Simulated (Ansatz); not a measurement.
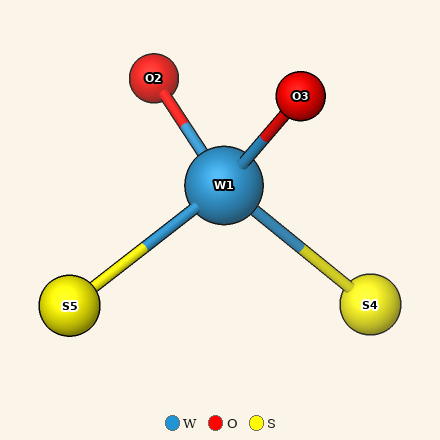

The system is [WO2S2]2-, charge −2; the picture shows the reference structure. The first coordinate is: bond length W1–O3; the second: angle O3–W1–S5. Nothing is relaxed (all other coordinates rigid). Grid: 9 × 9 points. Points are written as (first, second). Energies are in kJ/mol, from the relaxed molecule at the same level. The reference is spin-restricted, which grows unreliable where a bond is stretched far. Method: RKS PBE0-D4/def2-SVPD in Ansatz.

Its coordinates:

```yaml
atoms:
  - { symbol: W, position_ang: [0.0741, -0.0003, 0.0517] }
  - { symbol: O, position_ang: [0.1149, -0.0158, 1.8030] }
  - { symbol: O, position_ang: [1.7324, 0.0075, -0.5130] }
  - { symbol: S, position_ang: [-0.9639, 1.8967, -0.6542] }
  - { symbol: S, position_ang: [-0.9574, -1.8881, -0.6876] }
```

Range: bond length W1–O3 from 1.436 to 2.628 Å; angle O3–W1–S5 from 74.2 to 144.2°.

Q: What landscape does the calculation give?

A: The lowest grid point is at (1.734 Å, 109.2°), 0.7 kJ/mol from the relaxed molecule at the same level. It is the only kind of minimum in the scanned range. The highest grid point, (1.436 Å, 74.2°), lies 589 kJ/mol above the lowest. Round the minimum the two coordinates are nearly uncoupled.

| angle O3–W1–S5 ↓, bond length W1–O3 → | 1.436 | 1.585 | 1.734 | 1.883 | 2.032 | 2.181 | 2.330 | 2.479 | 2.628 |
| --- | --- | --- | --- | --- | --- | --- | --- | --- | --- |
| 144.2 | 576 | 263 | 170 | 183 | 243 | 318 | 394 | 464 | 523 |
| 135.4 | 490 | 182 | 96 | 116 | 182 | 265 | 347 | 422 | 487 |
| 126.7 | 430 | 125 | 43 | 68 | 139 | 226 | 313 | 392 | 461 |
| 117.9 | 394 | 91 | 11 | 39 | 113 | 203 | 292 | 373 | 445 |
| 109.2 | 383 | 80 | 1 | 29 | 104 | 195 | 285 | 368 | 440 |
| 100.4 | 396 | 92 | 11 | 39 | 114 | 204 | 293 | 375 | 446 |
| 91.7 | 433 | 127 | 44 | 69 | 142 | 229 | 316 | 396 | 465 |
| 82.9 | 497 | 188 | 102 | 124 | 192 | 275 | 358 | 433 | 498 |
| 74.2 | 590 | 278 | 189 | 208 | 271 | 347 | 422 | 490 | 546 |

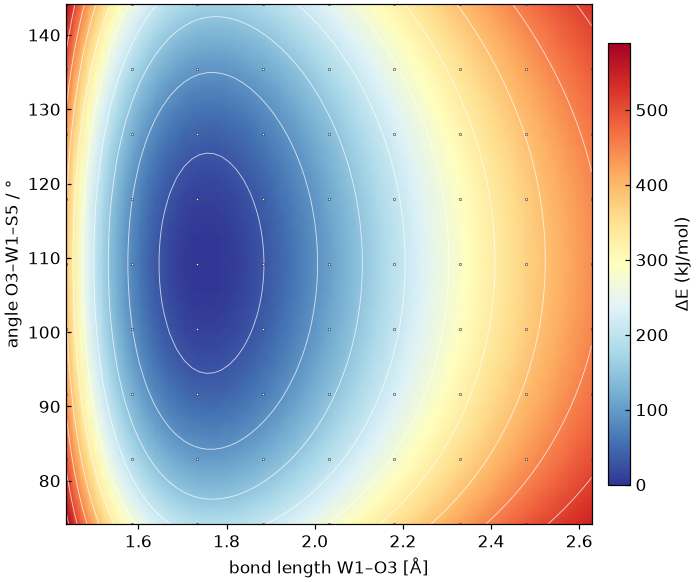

In the figure: a smooth colour map with a few white contour lines, dots at the grid points. Between grid points the surface is interpolated.

The whole map (81 points run) took 7.9 min on 1 thread of Intel(R) Xeon(R) 6975P-C (Granite Rapids), on a shared host.
